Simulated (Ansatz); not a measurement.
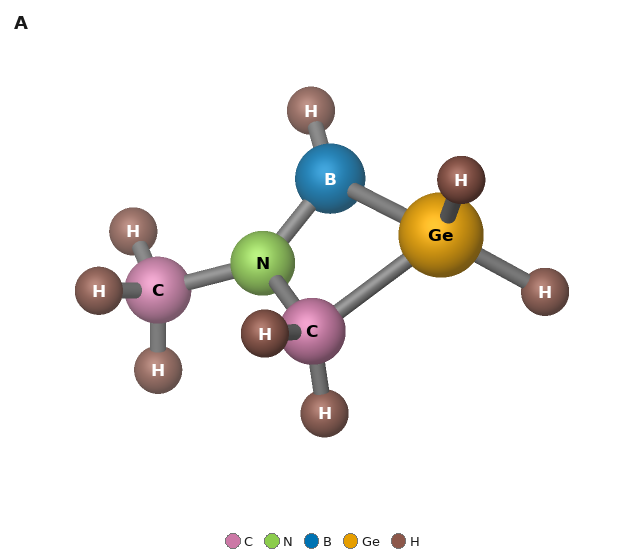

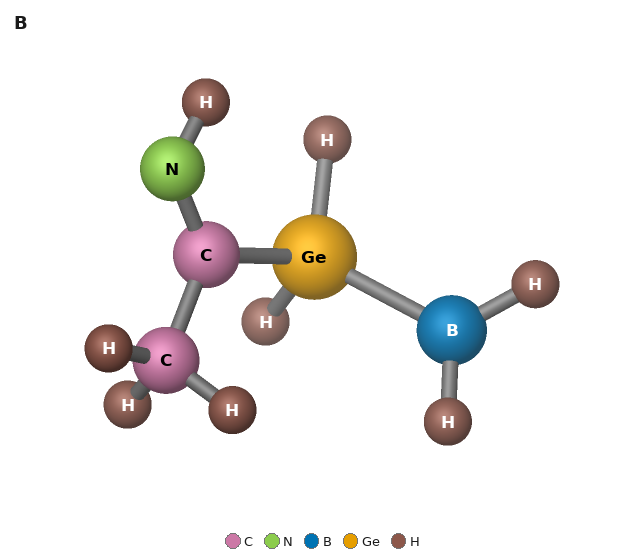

2 stationary structures of one formula. Geometries: PBE0-D4/def2-TZVP. Electronic energies: PBE-D4/def2-TZVPP (Ansatz 0.2.0), without zero-point energy. No frequency run is at hand to confirm each as a minimum. Each is one conformer, not always the lowest.

Which structure is the most stable?

Answer. A is lowest; B lies 35.9 kcal/mol above it. A is `CN1[BH][GeH2][CH2]1`, B is `[H]/N=[C](/C)[GeH2][BH2]`.
